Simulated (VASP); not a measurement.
Band structure of V3Si (A15). These are PBEsol GGA, VASP's PBE PAW potentials (set 64) (plane waves; VASP 6.6.1) values and carry that method's errors.

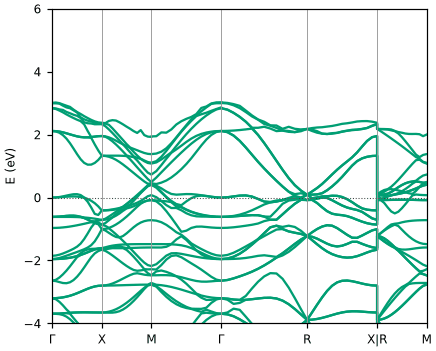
Bands along high-symmetry lines, zero at the valence-band maximum or, without a gap, the Fermi level

**Question.** Read the plot: is there a gap, and where are the band edges?

**Answer.** It has no gap at this level: it comes out as a metal or semimetal. (Edges off the drawn lines would not show.)

The compound is V3Si in the A15 structure. It was relaxed first. The run is not spin-polarised, so no magnetic state was tried.
